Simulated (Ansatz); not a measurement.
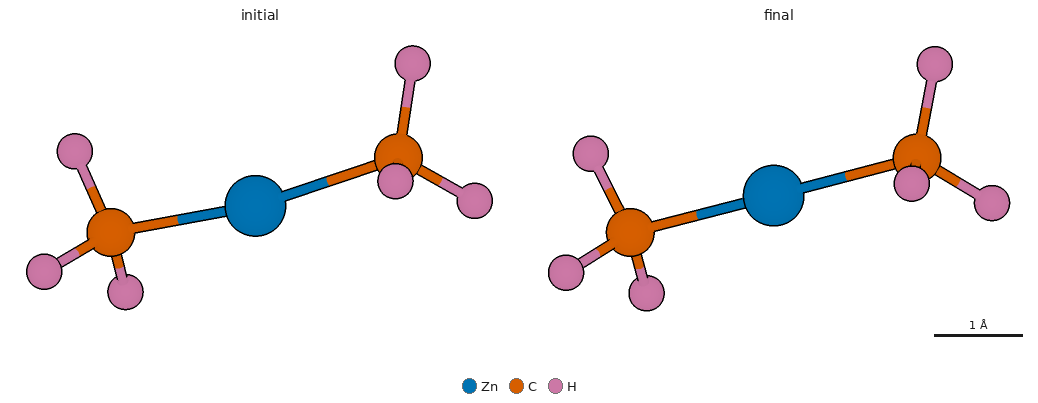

The structure of C2H6Zn before (left) and after (right) a relaxation, at one scale.

The picture is a ball-and-stick view, seen at a tilt.

It is one of the separated reactants of a reaction.

These are results of Ansatz 0.2.0, RKS PBE0-D4/def2-TZVP, not measurements. (force threshold 0.005 eV/Å; at most 200 steps)

> What changed between the two?

Over 3 geometry steps the energy falls by 2.09 kJ/mol. Largest force component: 0.42 eV/Å at the start, 0.003 eV/Å at the end. The atom that moves furthest after the best rigid fit is the Zn atom (0.12 Å). By element the largest moves are Zn 0.12 Å, H 0.05 Å, C 0.01 Å. Near-neighbour distances that change, for instance: C–Zn 1.952 → 1.943 Å. Among the angles between lasting bonds that change: C–Zn–C 172.4° → 179.7°.
